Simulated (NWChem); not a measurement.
# ClGeH4NOSi: a chain of runs

Aim: the energy (singlet ClGeH4NOSi, PBE0-D3(BJ)/3-21G), then a single-point energy (singlet ClHOSi, PBE0-D3(BJ)/3-21G), then the energy (singlet GeH3N, PBE0-D3(BJ)/3-21G), then a single-point energy (singlet ClHOSi, PBE0-D3(BJ)/3-21G), then a single-point energy (singlet GeH3N, PBE0-D3(BJ)/3-21G) of ClGeH4NOSi and its partners. 

The results are computed with NWChem 7.3.0.

**1. The system as given**

ClGeH4NOSi has 9 atoms, charge 0, and is taken as a singlet.

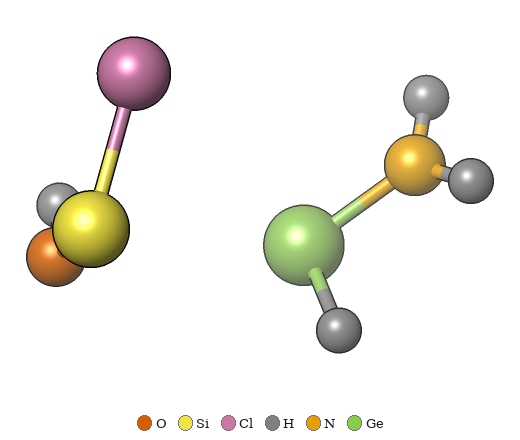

The structure, seen from a chosen angle (oxygen orange, silicon yellow, chlorine pink, hydrogen grey, nitrogen amber, germanium green).

**2. A single-point energy at PBE0-D3(BJ)/3-21G (pair key 5a0f64c297, separation 0.9) (run 1)**

The input, run.nw:

```
start run
memory total 2200 mb

geometry noautosym nocenter noautoz
  O    -0.925680    0.465220   -0.303620
  Si   -0.448080   -0.774680    0.652070
  Cl    1.648420   -0.685980    0.426480
  H    -0.274680    0.995420   -0.774930
  N     1.312020   -2.370250   -3.580030
  Ge   -0.043890   -1.262750   -3.099200
  H     2.192270   -2.017200   -3.920010
  H     1.288500   -3.376520   -3.545000
  H    -1.002180   -2.485000   -2.708210
end

basis spherical bse
  * library 3-21G
end

dft
  xc pbe0
  mult 1
  disp vdw 4
  grid fine
  convergence energy 1e-08
  maxiter 100
  mulliken
  print low
end

task dft energy
```

Started as:

```
$ nwchem run.nw > run.out
```

What it wrote:

```text
Northwest Computational Chemistry Package (NWChem) 7.3.0
             --------------------------------------------------------

           Job information
           ---------------

    nwchem branch   = 7.3.0
    use scalapack   = T
    input           = run.nw
    prefix          = run.
    data base       = ./run.db
    status          = startup
    nproc           =        1

           Memory information
           ------------------

    heap     =     72089596 doubles =      550.0 Mbytes
    stack    =     72089601 doubles =      550.0 Mbytes
    global   =    144179200 doubles =     1100.0 Mbytes (distinct from heap & stack)
    total    =    288358397 doubles =     2200.0 Mbytes
    verify   = yes
    hardfail = no

[... 37 lines left out ...]
            Nuclear Dipole moment (a.u.)
[... 90 lines left out ...]
   convergence    iter        energy       DeltaE   RMS-Dens  Diis-err    time
[... 14 lines left out ...]
         Total DFT energy =    -2943.916960244459
      One electron energy =    -5006.605306462570
           Coulomb energy =     1751.088488345484
    Exchange-Corr. energy =     -144.389740992514
 Nuclear repulsion energy =      455.997625514108
[... 11 lines left out ...]
    Atom       Charge   Shell Charges
 -----------   ------   -------------------------------------------------------
    1 O    8     8.70   1.98  0.42  2.13  1.48  2.69
    2 Si  14    13.22   2.00  1.98  5.84  0.90  1.14  0.94  0.42
    3 Cl  17    17.45   2.00  1.95  5.90  1.15  3.06  0.91  2.48
[... 5 lines of this table left out ...]
    9 H    1     1.19   0.41  0.78

     -------------------------------------------
      Total Density - Lowdin Population Analysis
     -------------------------------------------

    Atom       Charge   Shell Charges
 -----------   ------   -------------------------------------------------------
    1 O    8     8.42   1.98  0.58  2.11  1.05  2.70
    2 Si  14    13.53   2.00  1.97  5.77  0.85  1.20  0.88  0.86
    3 Cl  17    17.30   2.00  1.95  5.84  1.04  2.97  0.88  2.61
[... 5 lines of this table left out ...]
    9 H    1     1.12   0.44  0.68

 Task  times  cpu:       22.3s     wall:       22.3s
 Total times  cpu:       22.4s     wall:       22.4s
```

Wall time 24 s (1 thread of Intel Xeon Platinum 8488C (Sapphire Rapids), shared host); peak memory 0.12 GiB.

**3. ClHOSi: the energy at PBE0-D3(BJ)/3-21G (pair key 5a0f64c297, separation 0.9) (run 2)**

The input, test.nw:

```
start test
title "ClHOSi"
memory 2200 mb
geometry units au noautosym nocenter noautoz
O  -1.74928168  0.87913839 -0.57375865
Si -0.84674848 -1.46393303  1.23223371
Cl  3.11506234 -1.29631433  0.80593040
H  -0.51906997  1.88107118 -1.46440547
end
basis spherical bse
O library 3-21G
Si library 3-21G
Cl library 3-21G
H library 3-21G
end
dft
xc pbe0
disp vdw 4
grid fine
convergence energy 1e-08
maxiter 100
mulliken
print low
end
task dft energy
```

Started as:

```
$ nwchem test.nw > test.out
```

What it wrote:

```text
Northwest Computational Chemistry Package (NWChem) 7.3.0
             --------------------------------------------------------

           Job information
           ---------------

    nwchem branch   = 7.3.0
    use scalapack   = T
    input           = test.nw
    prefix          = test.
    data base       = ./test.db
    status          = startup
    nproc           =        1

           Memory information
           ------------------

    heap     =     72089596 doubles =      550.0 Mbytes
    stack    =     72089601 doubles =      550.0 Mbytes
    global   =    144179200 doubles =     1100.0 Mbytes (distinct from heap & stack)
    total    =    288358397 doubles =     2200.0 Mbytes
    verify   = yes
    hardfail = no

[... 34 lines left out ...]
            Nuclear Dipole moment (a.u.)
[... 74 lines left out ...]
   convergence    iter        energy       DeltaE   RMS-Dens  Diis-err    time
[... 11 lines left out ...]
         Total DFT energy =     -821.044515400123
      One electron energy =    -1397.399040195870
           Coulomb energy =      502.630044137039
    Exchange-Corr. energy =      -57.700862817142
 Nuclear repulsion energy =      131.427960549138
[... 7 lines left out ...]
     ---------------------------------------------
      Total Density - Mulliken Population Analysis
     ---------------------------------------------

    Atom       Charge   Shell Charges
 -----------   ------   -------------------------------------------------------
    1 O    8     8.71   1.98  0.42  2.13  1.48  2.70
    2 Si  14    13.23   2.00  1.98  5.84  0.90  1.13  0.94  0.44
    3 Cl  17    17.46   2.00  1.96  5.90  1.15  3.06  0.91  2.49
    4 H    1     0.60   0.42  0.18

     -------------------------------------------
      Total Density - Lowdin Population Analysis
     -------------------------------------------

    Atom       Charge   Shell Charges
 -----------   ------   -------------------------------------------------------
    1 O    8     8.43   1.98  0.58  2.11  1.05  2.71
    2 Si  14    13.53   2.00  1.97  5.77  0.85  1.20  0.89  0.85
    3 Cl  17    17.31   2.00  1.95  5.84  1.04  2.97  0.88  2.62
    4 H    1     0.73   0.43  0.30

 Task  times  cpu:        3.3s     wall:        3.3s
 Total times  cpu:        3.3s     wall:        3.3s
```

It took 4.5 s on 1 thread of Intel Xeon Platinum 8488C (Sapphire Rapids), shared host; peak memory 0.12 GiB.

**4. GeH3N: the energy at PBE0-D3(BJ)/3-21G (pair key 5a0f64c297, separation 0.9) (run 3)**

The input, work.nw:

```
start work
memory 2200 mb

geometry units angstroms noautosym nocenter noautoz
   N      1.312020    -2.370250    -3.580030
   Ge    -0.043890    -1.262750    -3.099200
   H      2.192270    -2.017200    -3.920010
   H      1.288500    -3.376520    -3.545000
   H     -1.002180    -2.485000    -2.708210
end

basis spherical bse
   N library 3-21G
   Ge library 3-21G
   H library 3-21G
end

dft
   xc pbe0
   disp vdw 4
   grid fine
   convergence energy 1e-08
   maxiter 100
   mulliken
   noprint "final vectors analysis"
end

task dft energy
```

Started as:

```
$ nwchem work.nw > work.out
```

What it wrote:

```text
Northwest Computational Chemistry Package (NWChem) 7.3.0
             --------------------------------------------------------

           Job information
           ---------------

    nwchem branch   = 7.3.0
    use scalapack   = T
    input           = work.nw
    prefix          = work.
    data base       = ./work.db
    status          = startup
    nproc           =        1

           Memory information
           ------------------

    heap     =     72089596 doubles =      550.0 Mbytes
    stack    =     72089601 doubles =      550.0 Mbytes
    global   =    144179200 doubles =     1100.0 Mbytes (distinct from heap & stack)
    total    =    288358397 doubles =     2200.0 Mbytes
    verify   = yes
    hardfail = no

[... 34 lines left out ...]
            Nuclear Dipole moment (a.u.)
[... 84 lines left out ...]
          Convergence on energy requested:  1.00D-08
[... 23 lines left out ...]
          Spatial weights used:  Erf1
[... 4 lines left out ...]
          total energy or number of iterations.
[... 38 lines left out ...]
 2-e energy   =     936.383290
[... 39 lines left out ...]
      One electron energy =    -3158.013314331276
[... 2 lines left out ...]
 Nuclear repulsion energy =       98.834836690807
[... 31 lines left out ...]
 center of mass
 --------------
 x =   0.36622998 y =  -2.79414170 z =  -6.01487499

 moments of inertia (a.u.)
 ------------------
          82.683244311666          70.421964035941          36.229839230699
          70.421964035941         114.251140418812         -24.659211762518
          36.229839230699         -24.659211762518         170.985972836186

     Multipole analysis of the density
     ---------------------------------

     L   x y z        total         alpha         beta         nuclear
     -   - - -        -----         -----         ----         -------
     0   0 0 0     -0.000000    -21.000000    -21.000000     42.000000

     1   1 0 0      0.660217     -9.362532     -9.362532     19.385282
[... 8 lines of this table left out ...]
     2   0 0 2    -14.929514   -779.431566   -779.431566   1543.933617

 Task  times  cpu:        4.4s     wall:        4.4s
 Total times  cpu:        4.4s     wall:        4.4s
```

Run time: 5.7 s. Hardware: 1 thread of Intel Xeon Platinum 8488C (Sapphire Rapids), shared host; peak memory 0.12 GiB.

**5. ClHOSi among ghost functions: the energy at PBE0-D3(BJ)/3-21G (pair key 5a0f64c297, separation 0.9, with ghost functions) (run 4)**

The input, nw.nw:

```
start nw
memory total 2200 mb
charge 0
geometry units angstrom noautosym nocenter noautoz
O     -0.925680     0.465220    -0.303620
Si    -0.448080    -0.774680     0.652070
Cl     1.648420    -0.685980     0.426480
H     -0.274680     0.995420    -0.774930
bqN      1.312020    -2.370250    -3.580030
bqGe    -0.043890    -1.262750    -3.099200
bqH      2.192270    -2.017200    -3.920010
bqH      1.288500    -3.376520    -3.545000
bqH     -1.002180    -2.485000    -2.708210
end
basis spherical bse
O library 3-21G
Si library 3-21G
Cl library 3-21G
H library 3-21G
bqN library N 3-21G
bqGe library Ge 3-21G
bqH library H 3-21G
end
dft
xc pbe0
disp vdw 4
grid fine
convergence energy 1e-08
maxiter 100
mulliken
noprint "final vectors analysis"
end
task dft energy
```

Started as:

```
$ nwchem nw.nw > nw.out
```

What it wrote:

```text
Northwest Computational Chemistry Package (NWChem) 7.3.0
             --------------------------------------------------------

           Job information
           ---------------

    nwchem branch   = 7.3.0
    use scalapack   = T
    input           = nw.nw
    prefix          = nw.
    data base       = ./nw.db
    status          = startup
    nproc           =        1

           Memory information
           ------------------

    heap     =     72089596 doubles =      550.0 Mbytes
    stack    =     72089601 doubles =      550.0 Mbytes
    global   =    144179200 doubles =     1100.0 Mbytes (distinct from heap & stack)
    total    =    288358397 doubles =     2200.0 Mbytes
    verify   = yes
    hardfail = no

[... 35 lines left out ...]
            Nuclear Dipole moment (a.u.)
[... 121 lines left out ...]
          Convergence on energy requested:  1.00D-08
[... 27 lines left out ...]
          Spatial weights used:  Erf1
[... 4 lines left out ...]
          total energy or number of iterations.
[... 38 lines left out ...]
 2-e energy   =     445.158635
[... 39 lines left out ...]
      One electron energy =    -1397.328621232638
[... 2 lines left out ...]
 Nuclear repulsion energy =      131.427970015834
[... 31 lines left out ...]
 center of mass
 --------------
 x =   0.70968155 y =  -0.87968411 z =   0.65046223

 moments of inertia (a.u.)
 ------------------
         111.574438457519          82.198449577415         -38.512899836033
          82.198449577415         407.126696705561          52.098716559133
         -38.512899836033          52.098716559133         441.113685561235

     Multipole analysis of the density
     ---------------------------------

     L   x y z        total         alpha         beta         nuclear
     -   - - -        -----         -----         ----         -------
     0   0 0 0     -0.000000    -20.000000    -20.000000     40.000000

     1   1 0 0     -0.359331    -13.473794    -13.473794     26.588256
[... 8 lines of this table left out ...]
     2   0 0 2    -22.820593    -29.949083    -29.949083     37.077574

 Task  times  cpu:       14.5s     wall:       14.5s
 Total times  cpu:       14.5s     wall:       14.5s
```

Run time: 16 s. Hardware: 1 thread of Intel Xeon Platinum 8488C (Sapphire Rapids), shared host; peak memory 0.13 GiB.

**6. GeH3N among ghost functions: a single-point energy at PBE0-D3(BJ)/3-21G (pair key 5a0f64c297, separation 0.9, with ghost functions) (run 5)**

The input, geh3n.nw:

```
start geh3n
title "GeH3N energy"
memory 2200 mb
charge 0

geometry units atomic noautosym nocenter noautoz
   N   2.47935847 -4.47912335 -6.76527622
   Ge -0.08294008 -2.38625166 -5.85663921
   H   4.14278989 -3.81195554 -7.40774531
   H   2.43491211 -6.38069805 -6.69907911
   H  -1.89384573 -4.69596942 -5.11777519
   bqO     -1.749282     0.879138    -0.573759
   bqSi    -0.846748    -1.463933     1.232234
   bqCl     3.115062    -1.296314     0.805930
   bqH     -0.519070     1.881071    -1.464405
end

basis spherical bse
   N library 3-21G
   Ge library 3-21G
   H library 3-21G
   bqO library O 3-21G
   bqSi library Si 3-21G
   bqCl library Cl 3-21G
   bqH library H 3-21G
end

dft
   xc pbe0
   disp vdw 4
   grid fine
   convergence energy 1e-08
   iterations 100
   mulliken
   print low
end

task dft energy
```

Started as:

```
$ nwchem geh3n.nw > geh3n.out
```

What it wrote:

```text
Northwest Computational Chemistry Package (NWChem) 7.3.0
             --------------------------------------------------------

           Job information
           ---------------

    nwchem branch   = 7.3.0
    use scalapack   = T
    input           = geh3n.nw
    prefix          = geh3n.
    data base       = ./geh3n.db
    status          = startup
    nproc           =        1

           Memory information
           ------------------

    heap     =     72089596 doubles =      550.0 Mbytes
    stack    =     72089601 doubles =      550.0 Mbytes
    global   =    144179200 doubles =     1100.0 Mbytes (distinct from heap & stack)
    total    =    288358397 doubles =     2200.0 Mbytes
    verify   = yes
    hardfail = no

[... 34 lines left out ...]
            Nuclear Dipole moment (a.u.)
[... 113 lines left out ...]
   convergence    iter        energy       DeltaE   RMS-Dens  Diis-err    time
[... 11 lines left out ...]
         Total DFT energy =    -2122.865403376923
      One electron energy =    -3157.972360627167
           Coulomb energy =     1022.967078413245
    Exchange-Corr. energy =      -86.692799346567
 Nuclear repulsion energy =       98.834829499522
[... 11 lines left out ...]
    Atom       Charge   Shell Charges
 -----------   ------   -------------------------------------------------------
    1 N    7     7.90   1.99  0.37  1.84  1.31  2.39
    2 Ge  32    31.56   2.00  2.00  5.99  2.00  5.94  0.95  1.15  0.85  0.72  9.96
    3 H    1     0.68   0.45  0.23
[... 5 lines of this table left out ...]
    9 X    0     0.00  -0.00  0.00

     -------------------------------------------
      Total Density - Lowdin Population Analysis
     -------------------------------------------

    Atom       Charge   Shell Charges
 -----------   ------   -------------------------------------------------------
    1 N    7     7.49   1.98  0.49  1.80  0.82  2.41
    2 Ge  32    31.75   2.00  2.00  5.99  1.99  5.82  0.89  1.27  0.81  1.02  9.97
    3 H    1     0.80   0.45  0.35
[... 5 lines of this table left out ...]
    9 X    0     0.00   0.00  0.00

 Task  times  cpu:       14.6s     wall:       14.6s
 Total times  cpu:       14.7s     wall:       14.7s
```

Wall time 16 s (1 thread of Intel Xeon Platinum 8488C (Sapphire Rapids), shared host); peak memory 0.12 GiB.

**7. Results**

| quantity | value |
| --- | --- |
| run 1, PBE0-D3(BJ)/3-21G: total energy | -2943.91696 Eh |
| run 1, PBE0-D3(BJ)/3-21G: dispersion energy | -21.07 kJ/mol |
| ClHOSi: total energy | -821.04452 Eh |
| ClHOSi: dispersion energy | -6.87 kJ/mol |
| GeH3N: total energy | -2122.86384 Eh |
| GeH3N: dipole moment | 2.37 D |
| GeH3N: dispersion energy | -5.65 kJ/mol |
| ClHOSi among ghost functions: total energy | -821.04897 Eh |
| ClHOSi among ghost functions: dipole moment | 1.65 D |
| ClHOSi among ghost functions: dispersion energy | -6.87 kJ/mol |
| GeH3N among ghost functions: total energy | -2122.86540 Eh |
| GeH3N among ghost functions: dispersion energy | -5.65 kJ/mol |
| interaction energy of the rigid parts ClHOSi and GeH3N (parts in their own basis) | -0.234 eV |
| interaction energy of the rigid parts ClHOSi and GeH3N (parts in the whole basis, counterpoise) | -0.070 eV |

The interaction energy of the rigid parts ClHOSi and GeH3N (parts in their own basis) is −0.23 eV (−22.6 kJ/mol): the parts attract. The interaction energy of the rigid parts ClHOSi and GeH3N (parts in the whole basis, counterpoise) is −0.07 eV (−1.6 kcal/mol): the parts attract. The basis-set superposition error is 15.8 kJ/mol. Mulliken charges (run 1, PBE0-D3(BJ)/3-21G) run from -0.89 on N5 to +0.78 on Si2. Mulliken charges (GeH3N) run from -0.90 on N1 to +0.45 on Ge2; they depend strongly on the basis.
